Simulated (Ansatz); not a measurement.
**CH₈OSi₂: density, localisation and related maps**

The calculation's input:

```
crystal:
  periodic: [false, false, false]
  atoms:
    - { symbol: Si, position_ang: [0.23427, -0.037908, 0.047718] }
    - { symbol: C, position_ang: [0.835212, 0.013987, 1.804662] }
    - { symbol: H, position_ang: [0.125287, -0.167015, 2.631792] }
    - { symbol: H, position_ang: [1.641893, -0.746913, 1.866925] }
    - { symbol: H, position_ang: [1.297166, 1.008029, 1.960189] }
    - { symbol: H, position_ang: [1.604998, 0.18022, -0.414524] }
    - { symbol: O, position_ang: [-0.782551, 1.227398, -0.390591] }
    - { symbol: Si, position_ang: [-2.343932, 1.40049, -0.989916] }
    - { symbol: H, position_ang: [-3.332992, 0.635229, -0.144936] }
    - { symbol: H, position_ang: [-2.686317, 2.86086, -0.945783] }
    - { symbol: H, position_ang: [-2.441273, 0.904173, -2.408965] }
    - { symbol: H, position_ang: [-0.354062, -1.345651, -0.403869] }
basis:
  gaussian: { orbitals: def2-SVP }
hamiltonian:
  xc: pbe
relax:
  f_tol: 0.03
  max_steps: 50
output:
  orbitals: {}
```

Run with:

```sh
ansatz run input.yaml --threads 2 --pin off --max-ram 3072MiB --backend cpu --events-out ev --progress --plain --runs-dir out
```

The fields are those of the run's last geometry, not of the input's.

Computed with RKS PBE/def2-SVP in Ansatz 0.2.0.

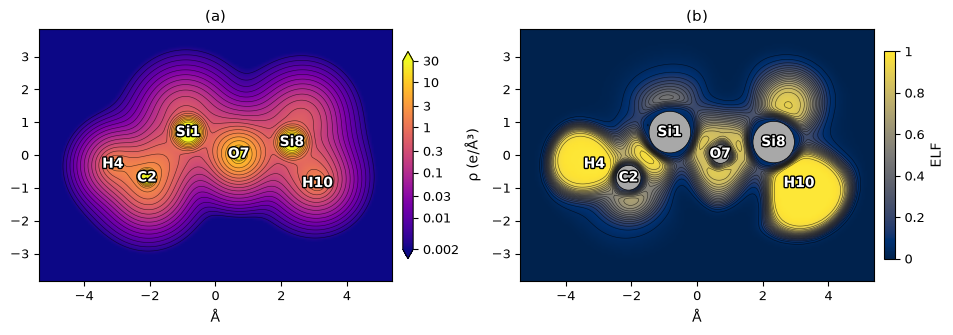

Figure 1. (a) total electron density; (b) electron localisation function on the plane of atoms Si1, C2 and H4. Grey discs cover the atomic cores in the ELF map.

What do the fields say about this system?

Answer.
- Atoms in the plane: Si, C, H and O.
- Si–O (1.67 Å): ρ at the midpoint is about 1 e/Å³; the ELF peaks at about 0.85 between the atoms (a polar covalent bond).
- C–Si (1.88 Å): ρ is about 0.96 e/Å³ halfway; the ELF peaks at about 0.95 between the atoms: a shared electron pair.
- C–H (1.11 Å): the density is about 1.8 e/Å³ at the midpoint; the ELF climbs to about 1 towards the hydrogen, as it does in any bond to H (an ordinary covalent bond to hydrogen).
- Si–H (1.50 Å): ρ at the midpoint is about 0.77 e/Å³; the ELF climbs to about 1 towards the hydrogen.
- The ELF also peaks beside O7, away from the bonds: lone-pair regions.

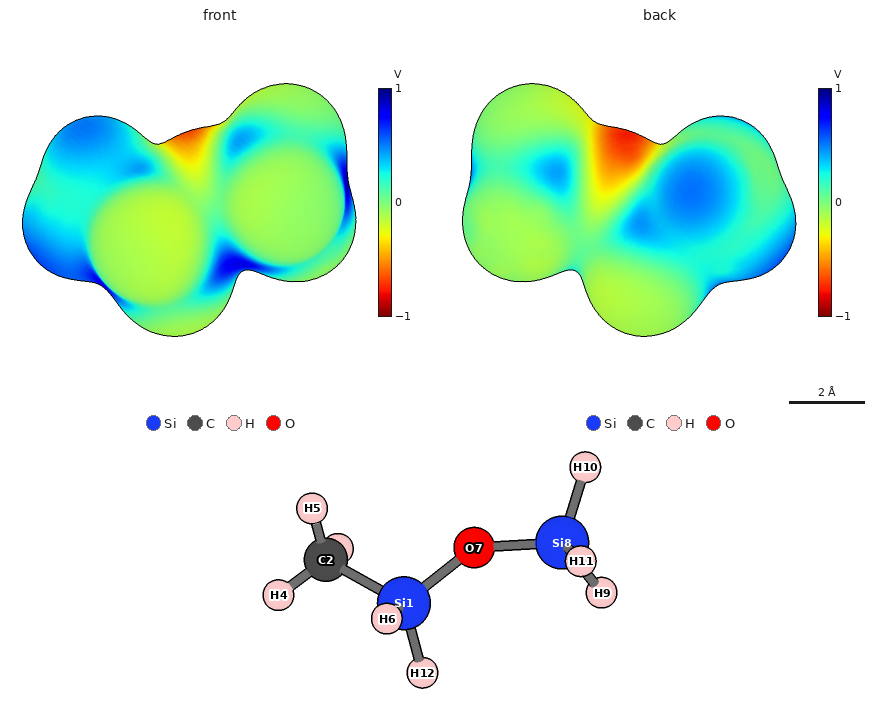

Figure 2. The electrostatic potential painted on the density surface at 0.001 e/bohr³, seen from the front and from behind; red is negative and blue positive. The bare structure is drawn below in the same view.

Which sites attract a positive test charge, and which a negative one?

Answer. A positive charge is drawn to the negative regions and a negative charge to the positive ones. The most negative region (about −0.7 V) lies over O7, the most positive (about +0.8 V) over Si1 and Si8.

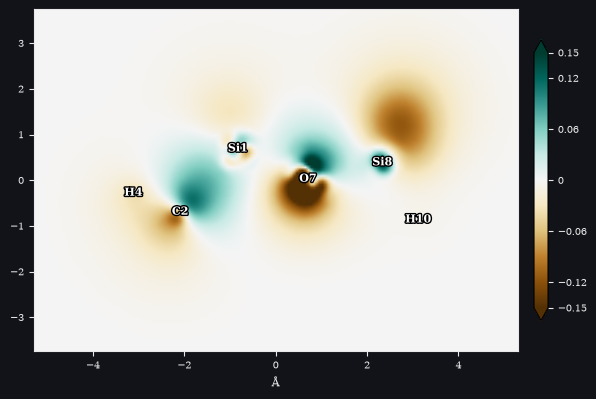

Figure 3. The HOMO on the plane of atoms Si1, C2 and H4 (values in Å⁻³ᐟ²; the overall sign is arbitrary).

Describe this orbital and give its energy.

Answer. Its weight (Hirshfeld) is mainly on O7 (about 40 %), Si1 (about 15 %), H6 (about 10 %), Si8 (about 10 %), H9 (about 5 %) and H12 (about 5 %). Its energy is −6.91 eV.
